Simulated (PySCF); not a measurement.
## Electronic structure of CH$_{6}$ClFPSi$_{2}$ (doublet) in real space

The calculation's input:

```
{"job": {"kind": "epr", "basis": "pcH-1"}, "charge": 0, "multiplicity": 2}
F      0.561162     0.744199    -1.815048
C      1.429251     0.616160    -0.764710
Cl     1.158525     1.998431     0.331050
Si     1.094307    -1.035960     0.197996
Si    -0.979887    -0.623896     1.122806
P     -2.526598     0.271267    -0.234137
H      2.432852     0.735728    -1.178040
H      2.163567    -1.061725     1.202115
H      1.466188    -2.046536    -0.809457
H     -1.613219    -1.876590     1.599011
H     -3.312403     0.809353     0.775271
H     -1.872547     1.468883    -0.452884
```

Command:

```sh
OMP_NUM_THREADS=1 python probes_run.py task.json out
```

Geometry: GFN2-xTB.

Method: UKS B3LYP, pcH-1 on C Cl F H P Si, non-relativistic, mean-field spin-orbit, GIAO (PySCF).

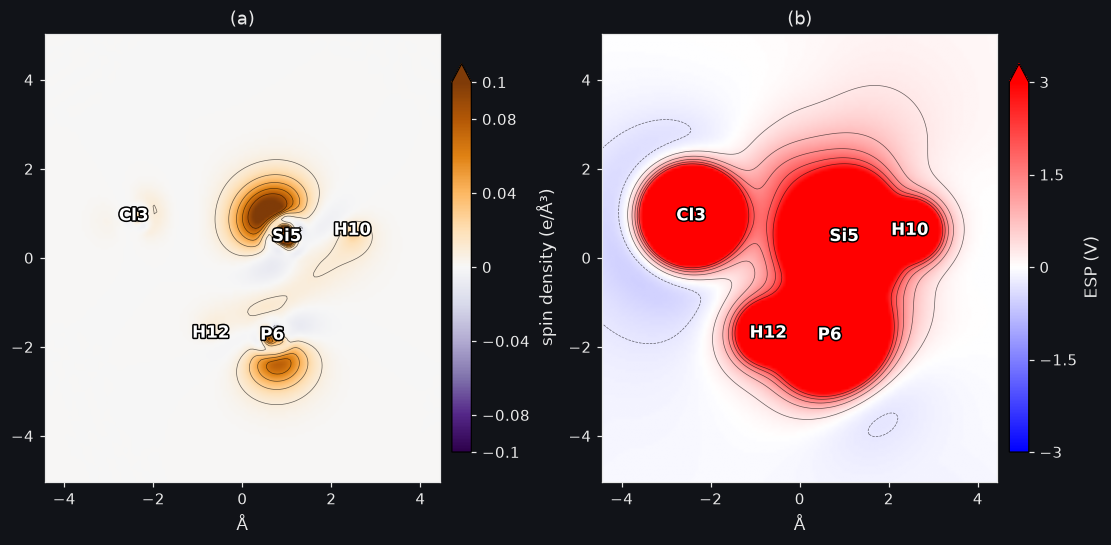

Figure 1. (a) spin density (α minus β); (b) electrostatic potential on the plane of atoms P6, Si5 and H10.

Question: Describe what can be read from this map.

Answer: The section cuts through Cl, Si, P and H sites. The unpaired spin (1 electron) lies mostly on Si5 (about 0.7), P6 (about 0.1) and Si4 (about 0.1), in electrons by Hirshfeld's partition. Outside the dense part of the molecule the potential is most negative (−0.5 V) near Cl3.

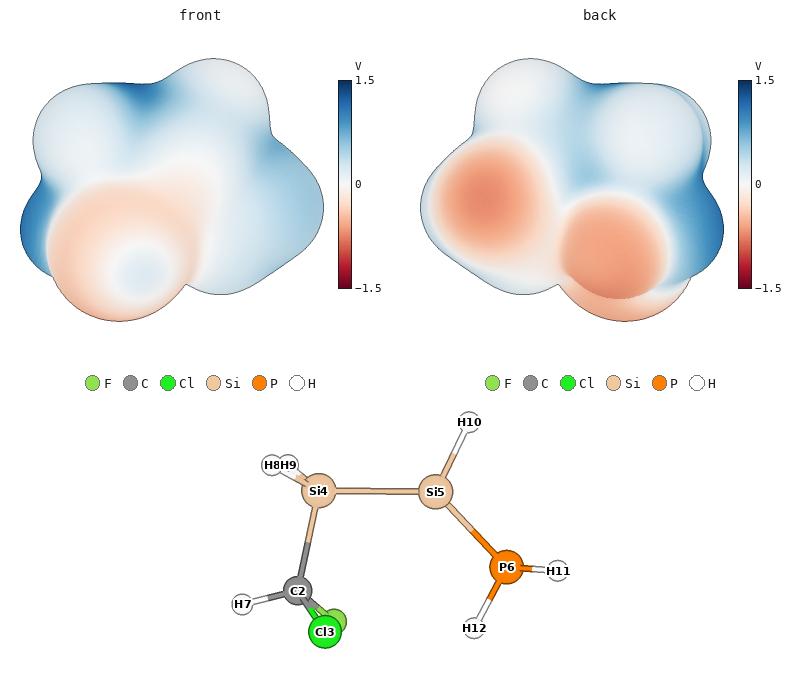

Figure 2. The molecular electrostatic potential painted on the density surface at 0.001 e/bohr³, seen from the front and from behind; red is negative and blue positive. The bare structure is drawn below in the same view.

Question: Which sites attract a positive test charge, and which a negative one?

Answer: A positive charge is drawn to the negative regions and a negative charge to the positive ones. The most negative region (about −0.7 V) lies over F1 and P6, the most positive (about +1.1 V) over Si4 and H7. Cl3 shows a σ-hole: about +0.2 V at the tip opposite its bond, against about −0.3 V on its flanks.
